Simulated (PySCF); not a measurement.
SMILES c1c(ccc(c1)C)[CH2] (C8H9), doublet at its GFN2-xTB optimised geometry (Å):

```
17

C      1.4516     2.3083     0.0063
C      0.7454     1.1259     0.0031
C     -0.6777     1.1053     0.0016
C     -1.3709    -0.0769     0.0000
C     -0.7080    -1.3065     0.0000
C     -1.4616    -2.5976    -0.0106
C      0.6916    -1.3065     0.0000
C      1.4031    -0.1373     0.0016
H      0.9485     3.2584     0.0076
H      2.5266     2.3160     0.0080
H     -1.2062     2.0475     0.0026
H     -2.4523    -0.0632    -0.0004
H     -2.5266    -2.4307     0.1310
H     -1.1011    -3.2584     0.7772
H     -1.3168    -3.1116    -0.9619
H      1.2133    -2.2538    -0.0005
H      2.4833    -0.1549     0.0025
```

Calculation: unrestricted PBE0/def2-SVP run with PySCF.

Map of the electrostatic potential (hartree/e) on the plane z = 1.5 Å:

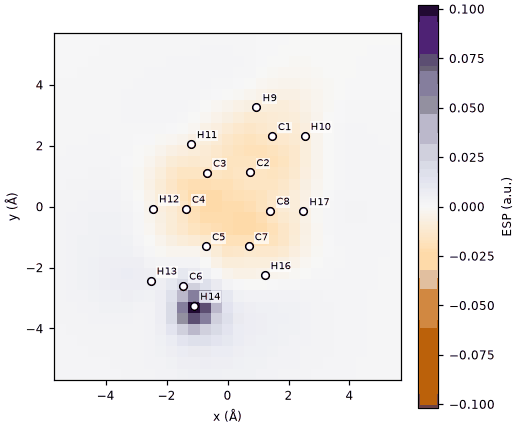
Electrostatic potential (hartree/e) on the plane z = 1.5 Å.
